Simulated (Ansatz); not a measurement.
# Pressure series in GaN

The parent structure is GaN in the zinc blende structure (space group F-43m, No. 216).

```cif
data_Ga4N4
_chemical_formula_sum 'Ga4 N4'
_space_group_name_H-M_alt 'F-43m'
_space_group_IT_number 216
_space_group_name_Hall 'F -4 2 3'
_cell_length_a 4.45537
_cell_length_b 4.45537
_cell_length_c 4.45537
_cell_angle_alpha 90.000
_cell_angle_beta 90.000
_cell_angle_gamma 90.000
loop_
_atom_site_label
_atom_site_type_symbol
_atom_site_symmetry_multiplicity
_atom_site_Wyckoff_symbol
_atom_site_fract_x
_atom_site_fract_y
_atom_site_fract_z
_atom_site_occupancy
Ga1 Ga 4 a 0.00000 0.00000 0.00000 1
N1 N 4 d 0.75000 0.75000 0.75000 1
```
(The calculation used a cell of 2 atoms; values per cell refer to that cell.)

Cell and atoms are relaxed at each pressure.

The values are results of LDA (Ansatz, a program for electronic structure; PAW; 420 eV plane waves; no spin-orbit coupling), not measurements.

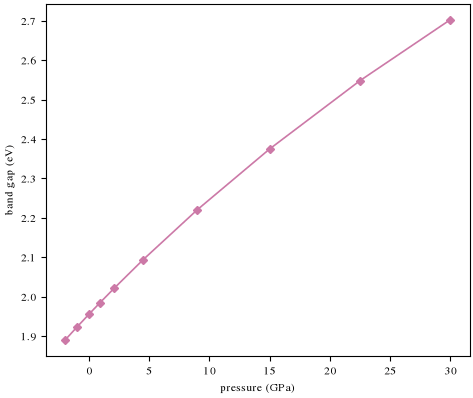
Band gap against pressure

**Question.** From the plot, what is the band gap for pressure 0.9 GPa?

**Answer.** About 1.98 eV.

**Question.** Is the trend monotonic over the range shown?

**Answer.** Yes, it rises throughout, spanning 1.89 eV to 2.70 eV.

Load acts through the strain it causes; cell and atoms are relaxed under it. No phonon test of stability was made. Tetrahedral semiconductors of this kind turn to denser phases somewhere between about 1 and 50 GPa; those were not computed, so compressed cells here can lie past the real transition. This is not the structure that GaN has at room temperature and ambient pressure.
